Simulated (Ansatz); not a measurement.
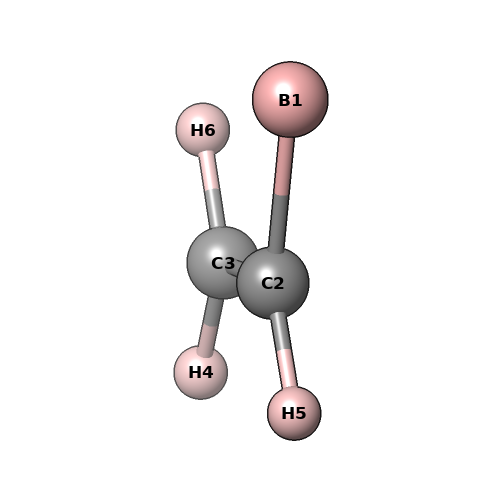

C3 lies behind C2. The molecule seen a little off the C2–C3 bond, C2 in front. Depth is shown by fading: the farther an atom, the more it takes the colour of the background. The computed structure is the end point of a PBE-D4/def2-SVP optimisation. No frequency run is at hand to confirm it as a minimum.

What is the torsion angle B1–C2–C3–H4? The sign is positive where the front bond must turn clockwise to cover the back bond.

Answer. 180°, antiperiplanar (anti).
